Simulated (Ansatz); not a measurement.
# TiB2 (AlB2 type, space group P6/mmm), scan of one atom of the cell

TiB$_{2}$ (AlB2 type, space group P6/mmm)

```
CELL_PARAMETERS angstrom
      3.02469     0.00000     0.00000
     -1.51235     2.61946     0.00000
      0.00000     0.00000     3.22263
ATOMIC_POSITIONS crystal
  Ti 0.00000 0.00000 0.00000
  B  0.33333 0.66667 0.50000
  B  0.66667 0.33333 0.50000
```

In each cell atom 1 (Ti, nearest neighbour B at 2.376 Å; its periodic images, 3.0 Å or more away, move with it) moves by s·(0.577, 0.577, 0.577) (along Cartesian [111]), the rest being held.

Computed with r2SCAN (plane waves to 500 eV, PAW, scalar-relativistic; Ansatz, an electronic-structure program). k mesh 14×14×12 (Γ-centred), Fermi-Dirac smearing 0.05 eV. The energy includes the smearing's −TS. Left out: 4 of 11 points, with atoms too close for the PAW data. With partly filled bands, energies and forces of such displacements shift with the k mesh and the smearing. F⊥ is the part of the force across the line. TiB2 is run without spin polarisation. TiB2 was relaxed with its symmetry unable to fall. ΔE is measured from the undisplaced structure.

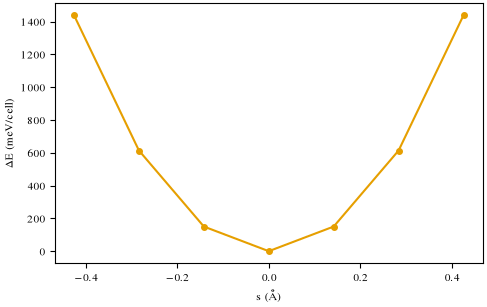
Figure. ΔE (meV/cell) against s (Å); computed points joined by lines.

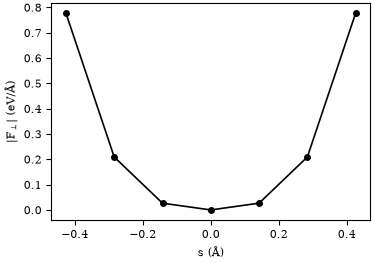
Figure: |F⊥| (eV/Å) against s (Å); one marker a computed point.

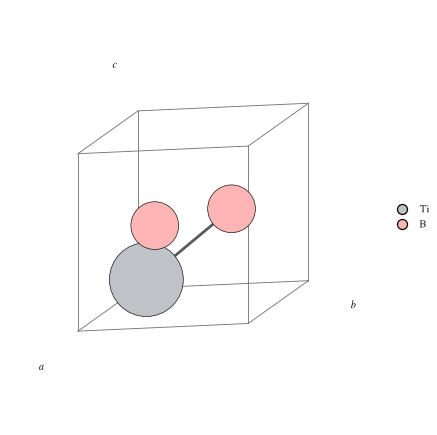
Figure. The cell of the calculation at s = 0.426 Å.

The force constant k = d²E/ds² at s = 0 (finite differences) comes out as 14.7 eV/Å² and the energy at s = 0.426 Å comes out as 1438 meV/cell. Shape of the curve: a single well with its minimum at or next to zero displacement. Symmetry of the curve: even: the same for both signs. Harmonic estimate at the end of the scan: ½ks² = 1337 meV/cell against the computed 1438 meV/cell, so the well is stiffer than harmonic there.

The forces along the line at the two nearest points give (2.126 − (-2.126)) / (2·0.142) = 14.97 eV/Å²; the next pair corrects for the finite step.

(A displaced cell: forces are minus the slopes of the energy, force constants its curvatures, and phonons follow from these.)
